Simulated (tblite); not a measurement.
# Run report: C$_{5}$H$_{16}$N$_{2}$Si$_{2}$, geometry relaxation (part 1 of 4)

- system: C$_{5}$H$_{16}$N$_{2}$Si$_{2}$
- method: GFN2-xTB geometry optimisation, gas phase (tblite 0.8.0)

It belongs to a series of runs on one base structure; here: constitutional isomer.

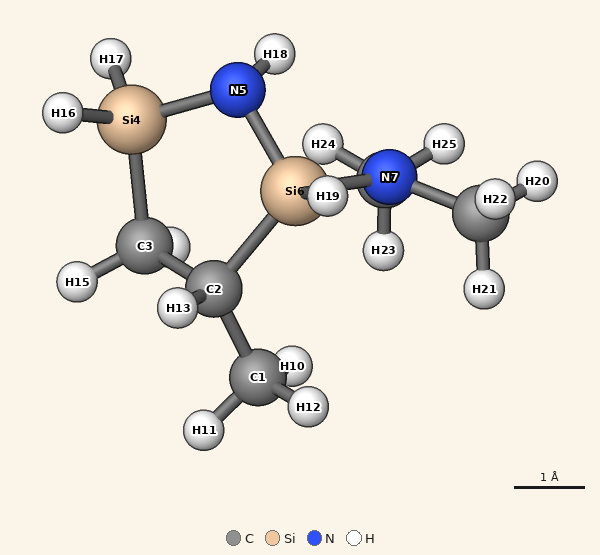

Fig. 1: The input geometry (ball-and-stick view, seen on its broad side; atoms are numbered from 1 in the order of the input). Bond lengths as drawn: C–C 1.52 to 1.53 Å, C–H 1.08 to 1.11 Å, C–N 1.47 to 1.48 Å, C–Si 1.90 to 1.91 Å, H–N 1.02 Å, H–Si 1.47 to 1.49 Å and N–Si 1.70 to 1.72 Å.

Input:
```
{"job": {"kind": "relax", "xc": "GFN2-xTB", "basis": "xTB"}, "charge": 0, "multiplicity": 1}
C     -1.330000    -1.653700     0.846400
C     -1.409400    -0.134700     0.664000
C     -2.005800     0.264500    -0.681400
Si    -1.451900     2.062700    -0.984500
N      0.082600     2.188100    -0.223100
Si     0.219500     0.827700     0.781900
N      1.593100     0.045100     0.113600
C      2.550700    -0.645700     1.004700
C      1.598600    -0.647800    -1.178900
H     -0.763000    -2.134100     0.059100
H     -2.348900    -2.082700     0.823700
H     -0.884200    -1.922200     1.807300
H     -2.049600     0.259700     1.484300
H     -1.626900    -0.362100    -1.499600
H     -3.109500     0.188000    -0.673400
H     -2.372800     2.999400    -0.289800
H     -1.297800     2.355800    -2.413100
H      0.820300     2.102300    -0.921700
H      0.533600     1.266800     2.164800
H      3.513100    -0.810500     0.508100
H      2.151300    -1.616800     1.327200
H      2.766800    -0.055000     1.897600
H      1.175900    -1.644000    -1.094700
H      1.020100    -0.099900    -1.939000
H      2.613200    -0.726800    -1.574600
```

The first line tells a small driver script what to run in tblite; the rest is the geometry in Å.

Run on 1 CPU thread, shared host.

Launch command:
```bash
OMP_NUM_THREADS=1 python <driver script> task.json out
```

What the program printed:
```
step      E/eV     max force
  0    -767.49046    2.207
  1    -767.64834    0.924
  2    -767.70141    0.668
  3    -767.75123    0.662
  4    -767.79203    0.583
  5    -767.82873    0.520
  6    -767.85820    0.356
  7    -767.88783    0.336
  8    -767.92112    0.382
  9    -767.95203    0.421
 10    -767.97578    0.462
 11    -767.99761    0.411
 12    -768.00345    1.082
 13    -768.02200    0.432
 14    -768.03201    0.306
 15    -768.04245    0.200
 16    -768.04821    0.162
 17    -768.05461    0.176
 18    -768.06077    0.162
 19    -768.06698    0.204
 20    -768.07280    0.228
 21    -768.07823    0.190
 22    -768.08336    0.267
 23    -768.08812    0.290
 24    -768.09224    0.236
 25    -768.09557    0.112
 26    -768.09704    0.097
 27    -768.09932    0.087
 28    -768.10126    0.117
 29    -768.10320    0.108
 30    -768.10466    0.082
 31    -768.10600    0.087
 32    -768.10740    0.090
 33    -768.10882    0.075
 34    -768.10996    0.065
 35    -768.11087    0.061
 36    -768.11183    0.079
 37    -768.11286    0.081
 38    -768.11367    0.055
 39    -768.11415    0.041
 40    -768.11448    0.044
 41    -768.11480    0.056
 42    -768.11514    0.046
 43    -768.11541    0.037
 44    -768.11561    0.047
 45    -768.11582    0.053
 46    -768.11609    0.054
 47    -768.11643    0.050
 48    -768.11675    0.037
 49    -768.11703    0.034
 50    -768.11730    0.037
 51    -768.11762    0.038
 52    -768.11795    0.035
 53    -768.11826    0.035
 54    -768.11857    0.035
 55    -768.11894    0.047
 56    -768.11940    0.047
 57    -768.11997    0.044
 58    -768.12058    0.046
 59    -768.12114    0.051
 60    -768.12160    0.044
 61    -768.12195    0.037
 62    -768.12224    0.036
 63    -768.12254    0.035
 64    -768.12284    0.043
 65    -768.12311    0.050
 66    -768.12338    0.042
 67    -768.12364    0.043
 68    -768.12397    0.044
 69    -768.12411    0.028
 70    -768.12422    0.017
 71    -768.12429    0.018
 72    -768.12438    0.025
 73    -768.12446    0.025
 74    -768.12452    0.016
 75    -768.12457    0.020
 76    -768.12463    0.023
 77    -768.12474    0.034
 78    -768.12490    0.036
 79    -768.12508    0.033
 80    -768.12521    0.024
 81    -768.12532    0.029
 82    -768.12543    0.027
 83    -768.12558    0.033
 84    -768.12573    0.033
 85    -768.12588    0.032
 86    -768.12603    0.037
 87    -768.12621    0.035
 88    -768.12644    0.041
 89    -768.12664    0.040
 90    -768.12681    0.026
 91    -768.12695    0.026
 92    -768.12710    0.028
 93    -768.12724    0.024
 94    -768.12735    0.021
 95    -768.12744    0.020
 96    -768.12752    0.025
 97    -768.12765    0.026
 98    -768.12781    0.031
 99    -768.12799    0.031
100    -768.12815    0.025
101    -768.12829    0.025
102    -768.12841    0.022
103    -768.12852    0.017
104    -768.12859    0.013
105    -768.12863    0.012
106    -768.12866    0.012
107    -768.12871    0.015
108    -768.12878    0.020
109    -768.12886    0.017
110    -768.12892    0.017
111    -768.12897    0.017
112    -768.12903    0.019
113    -768.12915    0.029
114    -768.12932    0.037
115    -768.12953    0.034
116    -768.12969    0.026
117    -768.12982    0.025
118    -768.12995    0.029
119    -768.13010    0.030
120    -768.13024    0.020
121    -768.13033    0.018
122    -768.13041    0.020
123    -768.13053    0.023
124    -768.13066    0.023
125    -768.13075    0.017
126    -768.13082    0.019
127    -768.13088    0.018
128    -768.13097    0.020
129    -768.13109    0.025
130    -768.13118    0.019
131    -768.13124    0.016
132    -768.13129    0.018
133    -768.13132    0.015
134    -768.13136    0.012
135    -768.13139    0.010
```

Trajectory as extended XYZ (Å, eV, eV/Å), 33 of the 136 frames kept, from step=0 to step=135:
```
25
Properties=species:S:1:pos:R:3:forces:R:3 step=0 energy=-767.49046
C    -1.3300   -1.6537    0.8464   -0.6520  -0.0640   0.2430
C    -1.4094   -0.1347    0.6640   -0.1930  -0.1300   0.4800
C    -2.0058    0.2645   -0.6814   -0.6690   0.4570  -0.2130
Si   -1.4519    2.0627   -0.9845   -1.2410   0.5920  -0.4760
N     0.0826    2.1881   -0.2231    0.2740   0.5050  -1.2070
Si    0.2195    0.8277    0.7819    0.9900  -1.0160   1.6480
N     1.5931    0.0451    0.1136    1.7880  -1.2920   0.0530
C     2.5507   -0.6457    1.0047   -0.4410   0.2670  -0.0830
C     1.5986   -0.6478   -1.1789   -0.3820   0.7340  -0.0080
H    -0.7630   -2.1341    0.0591    0.1300   0.0450  -0.1190
H    -2.3489   -2.0827    0.8237    0.3870   0.1280   0.0040
H    -0.8842   -1.9222    1.8073   -0.0140   0.1170  -0.1230
H    -2.0496    0.2597    1.4843    0.0650  -0.2120  -0.4990
H    -1.6269   -0.3621   -1.4996   -0.1360  -0.0620   0.3190
H    -3.1095    0.1880   -0.6734    0.4570  -0.2200  -0.0960
H    -2.3728    2.9994   -0.2898    0.2860  -0.2210  -0.1660
H    -1.2978    2.3558   -2.4131   -0.0630   0.0320   0.0310
H     0.8203    2.1023   -0.9217   -0.0910   0.5870   0.3250
H     0.5336    1.2668    2.1648   -0.0780  -0.1180  -0.3440
H     3.5131   -0.8105    0.5081   -0.2610   0.0440  -0.1420
H     2.1513   -1.6168    1.3272    0.1160   0.0800  -0.0610
H     2.7668   -0.0550    1.8976   -0.3330   0.0590  -0.1910
H     1.1759   -1.6440   -1.0947   -0.0140  -0.2970   0.0010
H     1.0201   -0.0999   -1.9390    0.0130  -0.0240   0.4160
H     2.6132   -0.7268   -1.5746    0.0630   0.0100   0.2080
25
Properties=species:S:1:pos:R:3:forces:R:3 step=4 energy=-767.79203
C    -1.3479   -1.6525    0.8481    0.0530   0.1300  -0.0550
C    -1.4041   -0.1317    0.6688    0.0810   0.1260  -0.0290
C    -2.0218    0.2944   -0.6785   -0.0080  -0.1670   0.0950
Si   -1.5086    2.0923   -1.0157    0.2640  -0.2090   0.0310
N     0.0599    2.1434   -0.2644    0.1100  -0.4420  -0.2200
Si    0.2943    0.7828    0.8097   -0.4890   0.1710  -0.2680
N     1.6655    0.0049    0.1201   -0.2040   0.1220  -0.0510
C     2.5613   -0.6622    1.0119    0.0860  -0.0750   0.0320
C     1.5970   -0.6412   -1.1713    0.0770  -0.0950  -0.0130
H    -0.7624   -2.1199    0.0602    0.0110   0.0120  -0.0590
H    -2.3455   -2.0855    0.8245   -0.0720  -0.0120  -0.0130
H    -0.8875   -1.9116    1.8007   -0.0290   0.0500   0.0150
H    -2.0605    0.2504    1.4564    0.0140   0.0770   0.0290
H    -1.6418   -0.3619   -1.4645    0.0560   0.0180  -0.0150
H    -3.1021    0.1602   -0.6797   -0.0910  -0.0780   0.0890
H    -2.3680    3.0031   -0.2917   -0.1740   0.2520   0.0910
H    -1.3109    2.3655   -2.4291   -0.1280   0.1100  -0.2150
H     0.8358    2.1708   -0.9176   -0.1940   0.4200   0.1940
H     0.5393    1.2635    2.1664    0.1170  -0.0490   0.0030
H     3.5022   -0.8130    0.4972    0.3660  -0.1480   0.0050
H     2.1645   -1.6260    1.3303    0.0810  -0.2600   0.1220
H     2.7307   -0.0421    1.8844   -0.0150   0.0150   0.0810
H     1.1810   -1.6536   -1.1006    0.0110  -0.0280  -0.0210
H     1.0059   -0.0803   -1.8972   -0.0220   0.0910   0.2890
H     2.6129   -0.7257   -1.5590    0.0990  -0.0290  -0.1170
25
Properties=species:S:1:pos:R:3:forces:R:3 step=8 energy=-767.92112
C    -1.3526   -1.6326    0.8390   -0.0280  -0.0800   0.0450
C    -1.4056   -0.1145    0.6682   -0.1860  -0.0730   0.0170
C    -2.0414    0.2912   -0.6658   -0.0670   0.0200  -0.1590
Si   -1.5375    2.0893   -1.0463   -0.2840   0.0530  -0.0910
N     0.0383    2.0222   -0.3533    0.1050   0.2760  -0.2160
Si    0.2914    0.7592    0.7904    0.2170  -0.0730   0.0030
N     1.6870   -0.0232    0.1354    0.0060  -0.3060   0.1400
C     2.5935   -0.6970    1.0230   -0.0240  -0.0030   0.0660
C     1.6164   -0.6555   -1.1600   -0.0410   0.0560   0.0340
H    -0.7630   -2.0986    0.0508   -0.0200   0.0400   0.0060
H    -2.3497   -2.0800    0.8193    0.0460   0.1030  -0.0510
H    -0.8983   -1.8880    1.7952    0.0230  -0.0030   0.0140
H    -2.0667    0.2665    1.4476    0.0270   0.1050   0.1940
H    -1.6396   -0.3611   -1.4413    0.0310  -0.0180  -0.1360
H    -3.1178    0.1156   -0.6589   -0.0270   0.0210   0.0630
H    -2.3836    3.0474   -0.2916    0.1720  -0.1550  -0.2280
H    -1.3619    2.3994   -2.4788   -0.1740  -0.0070   0.2010
H     0.8327    2.3451   -0.8821   -0.0980   0.1640   0.2100
H     0.5728    1.2438    2.1536    0.0360  -0.0700  -0.1910
H     3.5555   -0.8465    0.5102   -0.1650   0.0540   0.2880
H     2.2093   -1.6773    1.3546    0.1700   0.1450  -0.0610
H     2.7028   -0.0428    1.8857    0.2750  -0.2560   0.0670
H     1.1920   -1.6678   -1.1119    0.0660   0.0280  -0.0090
H     0.9873   -0.0407   -1.7985    0.0690  -0.0710  -0.1440
H     2.6277   -0.7300   -1.5754   -0.1280   0.0510  -0.0610
25
Properties=species:S:1:pos:R:3:forces:R:3 step=13 energy=-768.02200
C    -1.3607   -1.6165    0.8407   -0.0120   0.1060  -0.0050
C    -1.4246   -0.0962    0.6684    0.1760   0.0260  -0.0290
C    -2.0699    0.2837   -0.6771    0.0340  -0.0410   0.1530
Si   -1.5843    2.0763   -1.0798    0.1540  -0.1110   0.0420
N     0.0274    1.9613   -0.4675    0.2530   0.1630   0.0430
Si    0.3082    0.7476    0.7362   -0.1680   0.0490   0.0710
N     1.6910   -0.1012    0.1733    0.0100   0.1840  -0.0630
C     2.6206   -0.7334    1.0591    0.0110  -0.0380   0.0380
C     1.6252   -0.6667   -1.1477    0.0180  -0.0660  -0.0540
H    -0.7684   -2.0683    0.0458   -0.0110   0.0280   0.0460
H    -2.3565   -2.0583    0.8026   -0.0120   0.0030   0.0390
H    -0.9018   -1.8714    1.7957   -0.0440  -0.0130  -0.0330
H    -2.0559    0.3030    1.4781    0.1340  -0.0380  -0.1900
H    -1.6414   -0.3602   -1.4536   -0.1570   0.0240   0.0710
H    -3.1422    0.0835   -0.6355    0.0280   0.0510  -0.1340
H    -2.3689    3.0601   -0.3437   -0.1500   0.1130   0.0830
H    -1.4628    2.4300   -2.4866   -0.1010  -0.0050  -0.1970
H     0.7898    2.5470   -0.7882   -0.3710  -0.1280   0.1810
H     0.6171    1.2109    2.0931    0.0300   0.0640  -0.0460
H     3.5873   -0.8604    0.5805    0.1870   0.0480  -0.2020
H     2.2836   -1.7195    1.3761   -0.0830  -0.2440   0.1370
H     2.7570   -0.1041    1.9301   -0.0390   0.0100   0.1700
H     1.2163   -1.6804   -1.1301   -0.0390  -0.1290  -0.0830
H     0.9891   -0.0276   -1.7553    0.0030  -0.1030  -0.0610
H     2.6136   -0.7152   -1.6052    0.1500   0.0470   0.0270
25
Properties=species:S:1:pos:R:3:forces:R:3 step=17 energy=-768.05461
C    -1.3640   -1.6058    0.8422    0.0240  -0.0660  -0.0110
C    -1.4102   -0.0920    0.6627   -0.0530  -0.0300  -0.0250
C    -2.0721    0.2846   -0.6688    0.0050   0.0430  -0.1000
Si   -1.5849    2.0712   -1.0864   -0.0350   0.1070  -0.0180
N     0.0258    1.9603   -0.4728   -0.0450   0.0530   0.0470
Si    0.3126    0.7478    0.7282    0.0590  -0.0330   0.0160
N     1.7001   -0.1089    0.1781   -0.0100  -0.0780   0.0000
C     2.6305   -0.7506    1.0740   -0.0130  -0.0010  -0.0770
C     1.6319   -0.6787   -1.1492    0.0800  -0.0140   0.0280
H    -0.7711   -2.0570    0.0513    0.0250  -0.0610  -0.0400
H    -2.3604   -2.0484    0.8039   -0.0050   0.0550   0.0210
H    -0.9077   -1.8704    1.7939   -0.0150   0.0110   0.0430
H    -2.0347    0.3106    1.4651    0.0080   0.0730   0.0400
H    -1.6662   -0.3601   -1.4500    0.0180  -0.0640  -0.0470
H    -3.1449    0.0872   -0.6483   -0.0100   0.0820   0.0620
H    -2.3795    3.0673   -0.3545   -0.0380  -0.0180   0.0010
H    -1.5077    2.4308   -2.5057   -0.0450  -0.0740  -0.0040
H     0.7524    2.5976   -0.7462   -0.0520   0.0390   0.0680
H     0.6330    1.2167    2.0733    0.0330   0.1030   0.0770
H     3.6014   -0.8520    0.5783   -0.0580  -0.0380   0.0160
H     2.2955   -1.7493    1.3937    0.0490   0.0960  -0.0740
H     2.7685   -0.1300    1.9611   -0.1120  -0.0830  -0.1080
H     1.2228   -1.6977   -1.1473    0.0920   0.0210   0.0010
H     0.9926   -0.0460   -1.7639    0.0310  -0.0760   0.0450
H     2.6250   -0.7033   -1.6036    0.0640  -0.0470   0.0400
25
Properties=species:S:1:pos:R:3:forces:R:3 step=21 energy=-768.07823
C    -1.3625   -1.6041    0.8406   -0.0310   0.0790   0.0030
C    -1.4040   -0.0885    0.6504    0.0630   0.0590   0.0100
C    -2.0734    0.2917   -0.6821    0.0220  -0.0390   0.0550
Si   -1.5952    2.0846   -1.0974   -0.0410  -0.1070   0.0260
N     0.0121    1.9686   -0.4707   -0.0440   0.0530   0.0510
Si    0.3259    0.7449    0.7228   -0.0160   0.0800  -0.0190
N     1.7021   -0.1370    0.1826   -0.0550   0.0090  -0.0250
C     2.6381   -0.7710    1.0717   -0.0300  -0.0060   0.0180
C     1.6596   -0.6972   -1.1464   -0.0190  -0.0190  -0.0400
H    -0.7698   -2.0616    0.0492   -0.0560  -0.0390   0.0690
H    -2.3673   -2.0251    0.8090   -0.0020  -0.0370  -0.0310
H    -0.9182   -1.8647    1.8011    0.0120   0.0280  -0.0460
H    -2.0086    0.3374    1.4594   -0.0290  -0.0410  -0.0390
H    -1.6886   -0.3738   -1.4596   -0.0010   0.0570  -0.0110
H    -3.1503    0.1138   -0.6431    0.0280   0.0490   0.0510
H    -2.4030    3.0734   -0.3670   -0.0100  -0.0200  -0.0160
H    -1.5721    2.4128   -2.5286    0.0360  -0.0450   0.0540
H     0.6954    2.6751   -0.6745    0.0390   0.0180   0.0460
H     0.6607    1.2478    2.0631   -0.0110  -0.0010  -0.0890
H     3.6100   -0.8556    0.5810    0.0220  -0.0140  -0.0010
H     2.3219   -1.7695    1.3912   -0.0430  -0.1330  -0.1280
H     2.7531   -0.1746    1.9717   -0.0170   0.1300   0.0020
H     1.2596   -1.7172   -1.1639    0.1220  -0.0990   0.0660
H     1.0062   -0.0820   -1.7587    0.0350   0.0650  -0.0450
H     2.6574   -0.7039   -1.5925    0.0270  -0.0280   0.0380
```
